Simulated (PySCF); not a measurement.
F$_{3}$N, SMILES `FN(F)F`.

Computed with PySCF, M06-2X/aug-cc-pVDZ, geometry: GFN2-xTB. No frequency check shows the geometry to be a minimum.

Coordinates in Å:

```
F1       1.1559   -0.4204    0.1190
N2       0.0000   -0.0000   -0.4588
F3      -0.9421   -0.7908    0.1189
F4      -0.2139    1.2113    0.1189
```

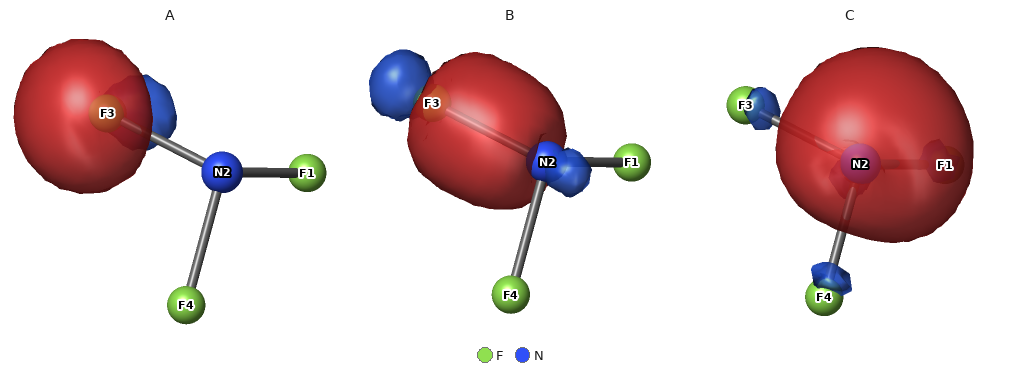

Foster–Boys orbitals, occupied; each surface holds about 85 % of the orbital's density. Energies are diagonal elements of the Fock matrix.

What does each orbital represent in a Lewis picture?

By panel:
- A: lone pair on F3 (sp2.6-type) (F3 98 %; −21.5 eV)
- B: σ bond F3–N2 (F3 62 %, N2 37 %; −27.8 eV)
- C: lone pair on N2 (sp0.9-type) (N2 99 %; −16.7 eV)

Which has the smallest and which the largest spatial spread?

Smallest: A (0.61 Å); largest: C (0.72 Å).

How do all the valence pairs divide up?

13 pairs: 10 lone pairs and 3 σ bonds.
